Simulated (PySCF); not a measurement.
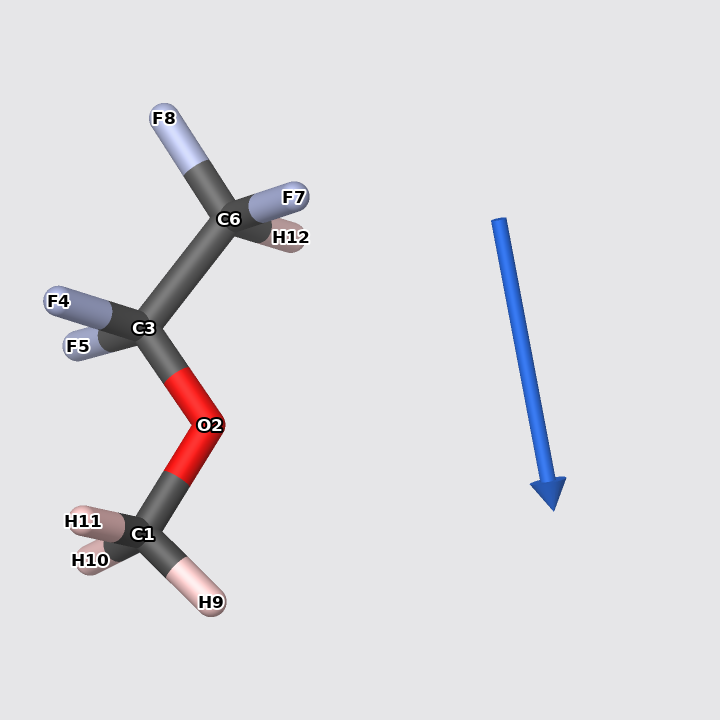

The arrow beside the molecule shows the direction of the dipole moment, from the negative to the positive end (its length means nothing). The computed structure is the end point of a GFN2-xTB optimisation. No frequency run is at hand to confirm it as a minimum. Method: B3LYP/pcJ-1, gas phase (PySCF 2.14.0).

How large is the dipole moment?

2.86 D; it points from the side of F8 to the side of H9 (the outermost atoms at the two ends).
